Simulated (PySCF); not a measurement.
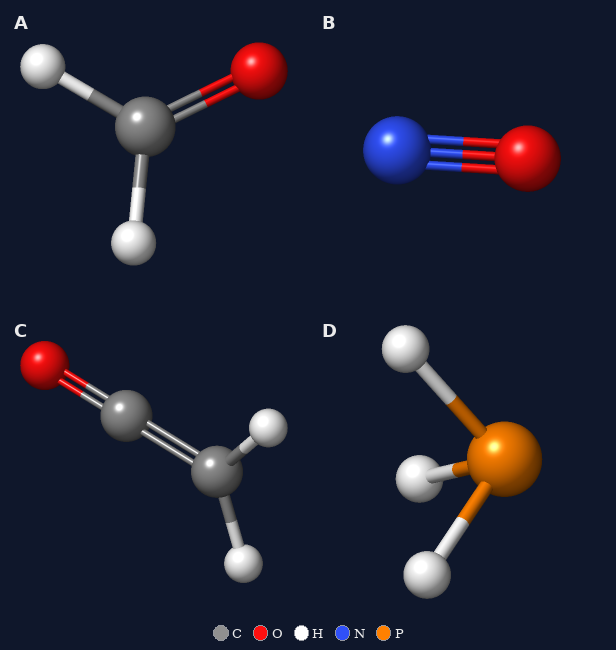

The picture comes from a calculation with PySCF.

Q: Match each picture to its SMILES.
(1) P
(2) N#[O+]
(3) C=C=O
(4) C=O

A: A is (4), B is (2), C is (3), D is (1).
